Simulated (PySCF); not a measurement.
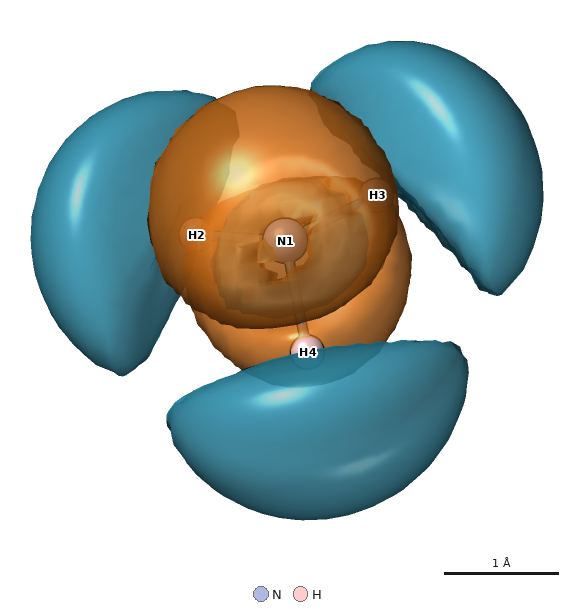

*H3N, SMILES `N`. Unrelaxed difference density of S₁ less the ground state (TDA singlet states), ±0.015 e/Å³; light blue: gain, orange: loss.*

Computed with PySCF, M06-2X/def2-TZVP, geometry: GFN2-xTB. No frequency check shows the geometry to be a minimum. Without diffuse functions Rydberg states are missing, so the states' numbers hold for this basis only.

### How does the charge move on excitation?

0.80 e is displaced in all, of which about 0.5 e passes between atoms: N1 (0.54 e) loses electrons and H2, H3 and H4 (0.18 e each) gain them. The state: 7.09 eV (175 nm), f = 0.059, partly diffuse acceptor orbital, which a basis without diffuse functions describes poorly; the leading pair carries 100 %; hole on N1 (79 %) and H2, H3 and H4 (7 % each), electron on N1 (26 %) and H2, H3 and H4 (25 % each) (atom shares of so diffuse an orbital are rough); their centroids lie 0.6 Å apart.
